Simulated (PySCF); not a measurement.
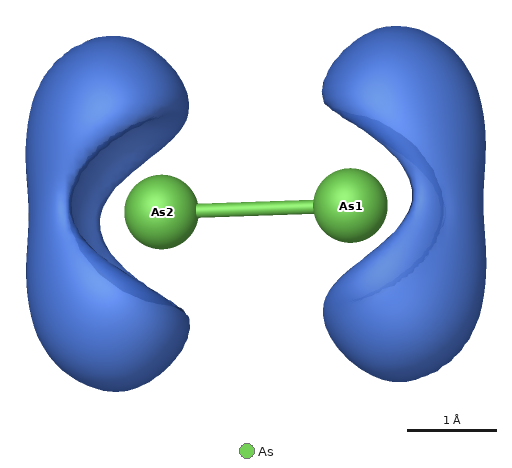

Figure. As2 (charge −1, doublet). Isosurface of the electron localisation function at 0.75 (blue), seen from one side. Only the valence region is drawn (cores and ρ < 0.01 e/Å³ removed).

All numbers below come from PBE0/aug-cc-pVDZ(-PP), non-relativistic Hamiltonian with scalar-relativistic core potentials where named, at a bond length of 2.195 Å in PySCF.

```xyz
2

As    0.0000    0.0000   -1.0975
As    0.0000    0.0000    1.0975
```

What do the ELF domains correspond to?

Answer. The ELF exceeds this value in two rings or bowls of non-bonding electrons around As. Profiles from the grid: As–As (2.19 Å): the ELF peaks at about 0.70 between the atoms.
